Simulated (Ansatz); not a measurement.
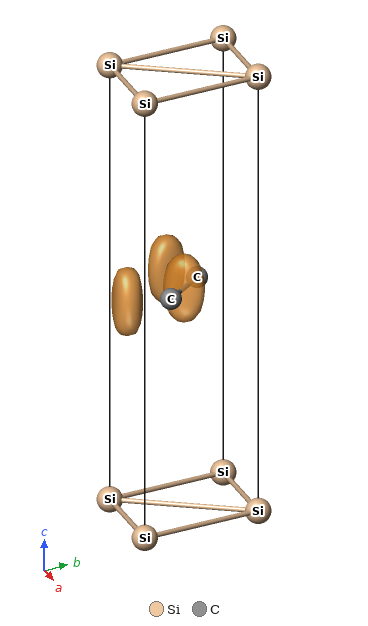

Figure. SiC$_{2}$. Isosurface of the ELF at 0.85 (orange), seen slightly off an axis. Core shells and regions of very low density are left out. Sticks mark near contacts.

Space group P6/mmm; a generated structure, not necessarily the stable one.

Computed with Ansatz, Kohn-Sham DFT of a periodic cell, HSE06 form with a typed share of exact exchange, Ansatz PAW.

Core electrons are frozen (PAW), and the valence fields are smoothed inside the atomic spheres.

```yaml
crystal:
  lattice:
    - [2.46491, 0.00000, 0.00000]
    - [-1.23245, 2.13467, 0.00000]
    - [0.00000, 0.00000, 7.12745]
  atoms:
    - { symbol: Si, position: [0.00000, 0.00000, 0.00000] }
    - { symbol: C, position: [0.33333, 0.66667, 0.50000] }
    - { symbol: C, position: [0.66667, 0.33333, 0.50000] }
```

Q: Describe the localisation domains.

A: At this value the surface marks out three regions between bonded C–C atoms, counted in one cell of 3 atoms. Regions shared between cells count once.

Values along the shortest contacts:
C–C (1.42 Å): the ELF peaks at about 0.95 between the atoms. Si–Si (2.46 Å): the ELF peaks at about 0.70 between the atoms.
